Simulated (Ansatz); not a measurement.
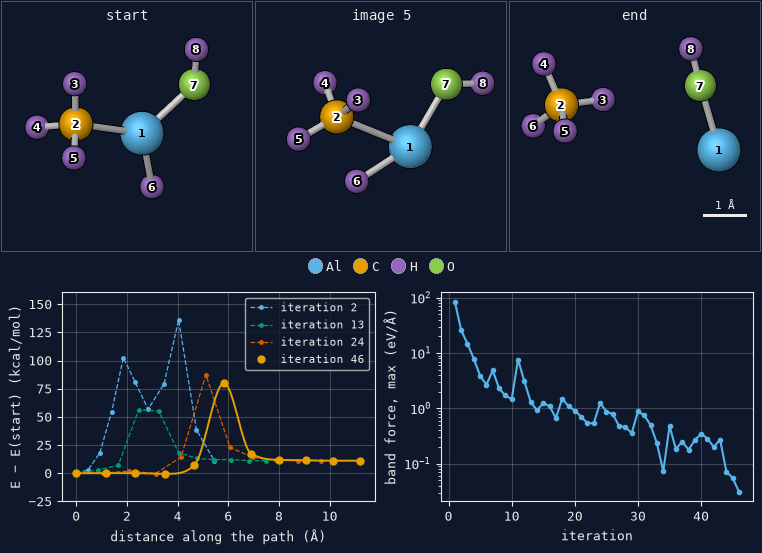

A search for the minimum-energy path of CH5AlO by the nudged elastic band. Images are numbered from 0 (start) to 10 (end). The plot follows the band through its iterations. A ball-and-stick model, seen from a free direction.

Level of theory: RKS PBE0-D4/def2-SVP in Ansatz 0.2.0. Set-up: 9 movable images; climbing image; force threshold 0.05 eV/Å; iteration limit 60; starting path through a guess of the saddle point.

Q: Judge this run.

A: The result is final at these settings. The band converged in 46 iterations. The largest component of the band force went from 84 to 0.031 eV/Å. The climbing image converged on the top of the path. Its vibrational analysis gives one imaginary mode (1427i cm⁻¹), as a transition state must have. The first iteration put the highest image at 468.8 kcal/mol. The energy climbs by 80.0 kcal/mol to image 5 and then falls by 68.9 kcal/mol, so the end point sits at +11.1 kcal/mol. Image 3 lies below both ends, at −0.5 kcal/mol, which points to an intermediate minimum that so few images don't resolve.
